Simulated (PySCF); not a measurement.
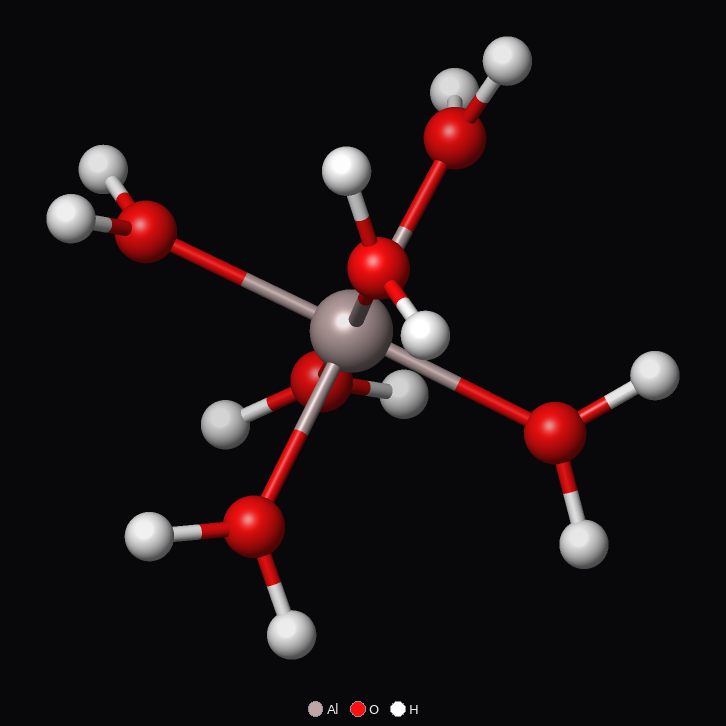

State: charge +3, singlet. Computed geometry: PBE0-D3(BJ)/def2-SVP optimisation. No frequency run is at hand to confirm it as a minimum.

Identify the structure.

It has 19 atoms: 1 aluminium, 12 hydrogen and 6 oxygen (AlH12O6(3+)). Coordination: 1 Al octahedral; 6 O trigonal planar.

More results for the same structure follow; atom numbers are the same in all pictures, views and colours differ.

### Bond orders

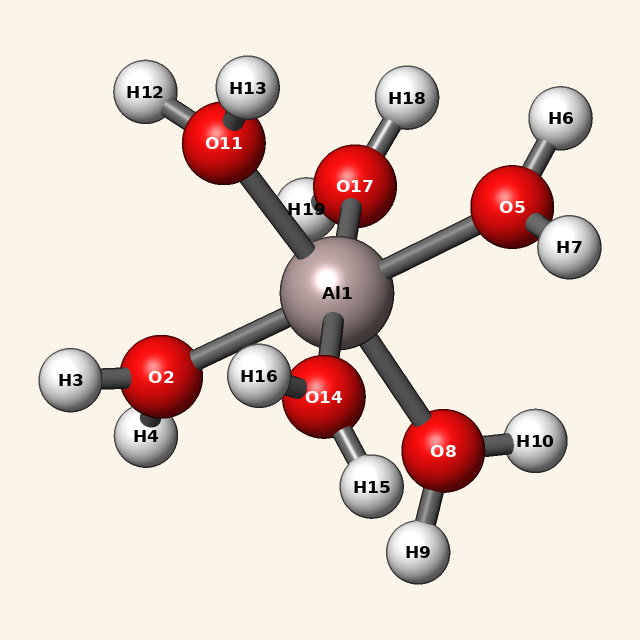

Every bond is drawn as one stick. No frequency run is at hand to confirm it as a minimum. Level of theory: PBE0/pcSseg-1 (pcSseg-2 on Al) (PySCF 2.14.0).

List the Mayer bond orders of Al1–O2, Al1–O5, Al1–O8, Al1–O11, Al1–O14, Al1–O17 (bonds between heavy atoms, one of each equivalent set). Atoms whose distances differ by more than 0.02 Å in this geometry are listed apart.

| bond | Mayer order | length (Å) |
| --- | --- | --- |
| Al1–O2 | 0.42 | 1.934 |
| Al1–O5 | 0.43 | 1.932 |
| Al1–O8 | 0.43 | 1.926 |
| Al1–O11 | 0.43 | 1.927 |
| Al1–O14 | 0.42 | 1.935 |
| Al1–O17 | 0.43 | 1.933 |

### Electronic properties

No frequency run is at hand to confirm it as a minimum. Properties computed with PBE/pcSseg-1 (pcSseg-2 on Al), gas phase (PySCF 2.14.0).

Computed properties:

- HOMO energy (Kohn–Sham orbital): −21.92 eV
- LUMO energy (Kohn–Sham orbital): −14.06 eV
- HOMO–LUMO gap: 7.86 eV

### Charges

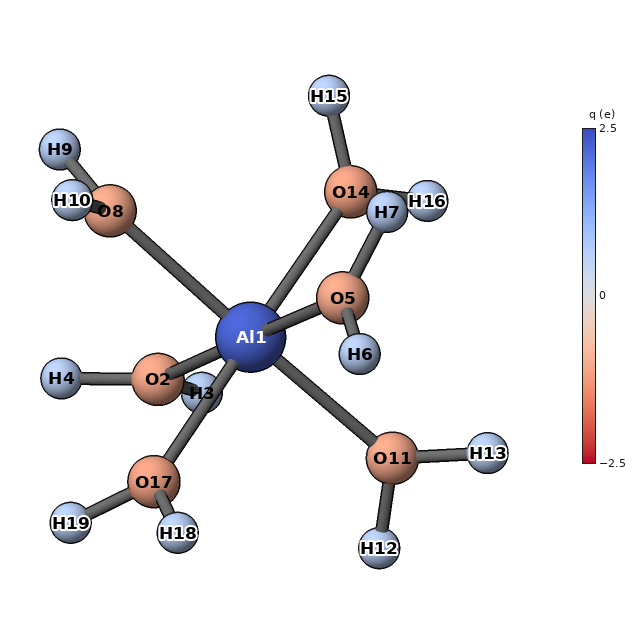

Atoms are coloured by their ESP-fitted charges. No frequency run is at hand to confirm it as a minimum. Level of theory: PBE0/pcSseg-1 (pcSseg-2 on Al), gas phase (PySCF 2.14.0).

Give the ESP-fitted charges atom by atom.

| atom | value (e) |
| --- | --- |
| Al1 | 2.20 |
| O2 | −1.04 |
| H3 | 0.59 |
| H4 | 0.58 |
| O5 | −1.03 |
| H6 | 0.58 |
| H7 | 0.59 |
| O8 | −1.00 |
| H9 | 0.57 |
| H10 | 0.58 |
| O11 | −1.02 |
| H12 | 0.58 |
| H13 | 0.58 |
| O14 | −1.08 |
| H15 | 0.59 |
| H16 | 0.60 |
| O17 | −1.08 |
| H18 | 0.60 |
| H19 | 0.60 |
